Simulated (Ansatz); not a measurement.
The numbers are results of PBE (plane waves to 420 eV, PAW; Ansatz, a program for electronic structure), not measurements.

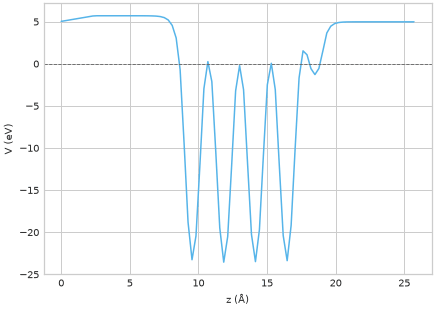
Figure. Plane-averaged electrostatic potential energy along the normal, in eV from the Fermi level, for Br on the 1x1 (111) surface of fcc Pt, one in a 2x2 cell, started at the site 'bridge Pt-Pt (span 2.8 Å)'

Model: 17-atom slab, 6.9 Å thick at the start under the adsorbate (thin: gaps and levels are the slab's own), 6x6x1 mesh, Fermi-Dirac 0.1 eV, dipole correction, 8 atoms held, the rest relaxed; held to the start's symmetry, so lower structures may exist; no spin, no spin-orbit, no U, no dispersion correction. At the end it is bonded to 3 Pt. In PBE it is, or lies within 0.03 eV of, the lowest of the starts that converged.

The vacuum level lies 4.97 eV above the Fermi level over the top face and 5.69 eV above it under the bottom face.
